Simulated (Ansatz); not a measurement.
## Electronic structure of C₄H₆F₄ (SMILES CC(C)(F)C(F)(F)F) in real space

The calculation's input:

```
crystal:
  periodic: [false, false, false]
  atoms:
    - symbol: C
      position_ang: [-0.529218, -1.202791, 1.035587]
    - symbol: C
      position_ang: [-1.384813, -0.961591, -0.189950]
    - symbol: C
      position_ang: [-1.867602, -2.234110, -0.853168]
    - symbol: C
      position_ang: [-2.570383, -0.051348, 0.153229]
    - symbol: F
      position_ang: [-0.638321, -0.248080, -1.108598]
    - symbol: F
      position_ang: [-2.164641, 1.100312, 0.682633]
    - symbol: F
      position_ang: [-3.297147, 0.230688, -0.925339]
    - symbol: F
      position_ang: [-3.371478, -0.651146, 1.041949]
    - symbol: H
      position_ang: [-1.099700, -1.725253, 1.815496]
    - symbol: H
      position_ang: [0.336367, -1.818295, 0.755050]
    - symbol: H
      position_ang: [-0.168116, -0.246615, 1.437416]
    - symbol: H
      position_ang: [-2.442288, -1.993899, -1.757715]
    - symbol: H
      position_ang: [-0.998716, -2.843174, -1.137522]
    - symbol: H
      position_ang: [-2.502192, -2.815728, -0.170808]
basis:
  gaussian:
    orbitals: def2-SVPD
total_charge: 0
hamiltonian:
  xc: pbe0
output: {forces: true, orbitals: {seedname: orbitals}}
```

Launched as:

```sh
ansatz run input.yaml --threads 2 --pin off --max-ram 5220MiB --events-out events.jsonl --progress --plain --runs-dir runs
```

Geometry: PBE0-D3(BJ)/def2-SVP.

Computed with Ansatz 0.2.0, isolated molecule in a Gaussian basis; Kohn-Sham density functional theory, functional PBE0.

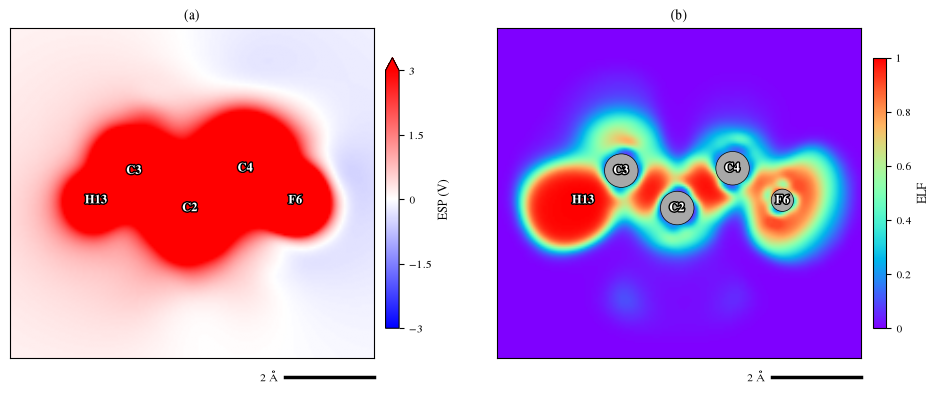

Figure 1. (a) molecular electrostatic potential; (b) ELF on the plane of atoms C2, C4 and F6. Grey discs cover the atomic cores in the ELF map.

Q: What do the fields say about this system?

A:
- Atoms in the plane: C, F and H.
- C–F (1.33 Å): the ELF peaks at about 0.85 between the atoms (a polar covalent bond).
- C–C (1.51 Å): the ELF peaks at about 0.95 between the atoms; a covalent bond.
- C–H (1.10 Å): the ELF climbs to about 1 towards the hydrogen, as it does in any bond to H: an ordinary covalent bond to hydrogen.
- The ELF also peaks beside F6, away from the bonds: lone-pair regions.
- Outside the dense part of the molecule the potential is most negative (−0.5 V) near F6.

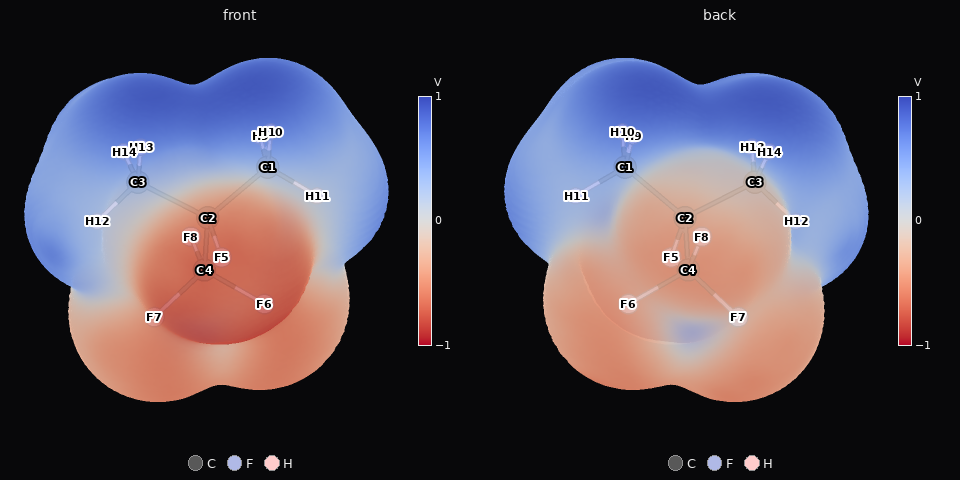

Figure 2. The molecular electrostatic potential painted on the density surface at 0.001 e/bohr³, seen from the front and from behind; red is negative and blue positive.

Q: Where is the surface potential most negative and most positive?

A: The most negative region (about −0.8 V, or −18 kcal/mol for a unit charge) lies over F5, the most positive (about +0.9 V, or +21 kcal/mol for a unit charge) over H9, H10, H13 and H14.

Q: How polar is the molecule by this calculation?

A: Its dipole moment is 2.61 D.

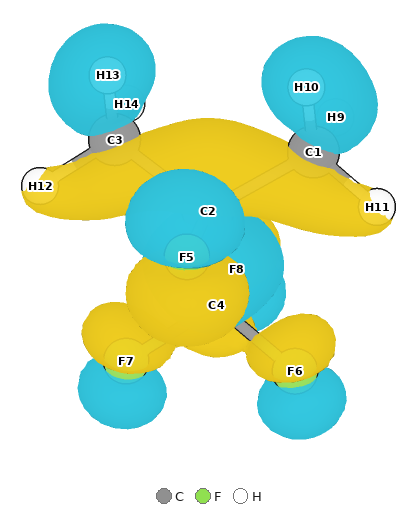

Figure 3. The HOMO at ±0.1 Å⁻³ᐟ² (yellow and cyan are the two phases), seen at a tilt.

Q: What is the character of this orbital?

A: Its weight (Hirshfeld) is mainly on F5 (about 20 %), C2 (about 20 %), C4 (about 15 %), C1 (about 10 %), C3 (about 10 %) and F8 (about 5 %). Its energy is −9.98 eV.

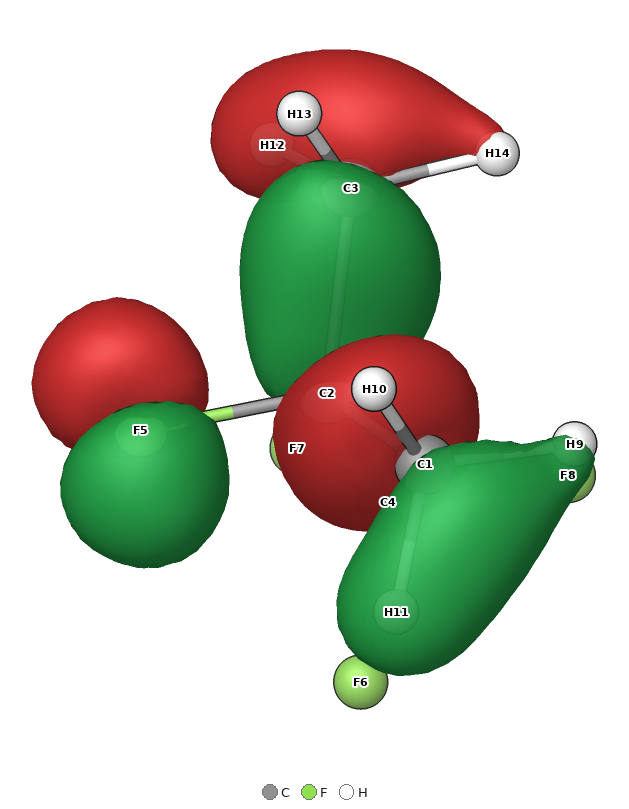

Figure 4. The HOMO−1 at ±0.15 Å⁻³ᐟ² (green and red are the two phases), seen at an oblique angle.

Q: What is the character of this orbital?

A: It lies mainly on F5 (about 30 %), C2 (about 20 %), C3 (about 15 %) and C1 (about 15 %). Its energy is −10.14 eV.
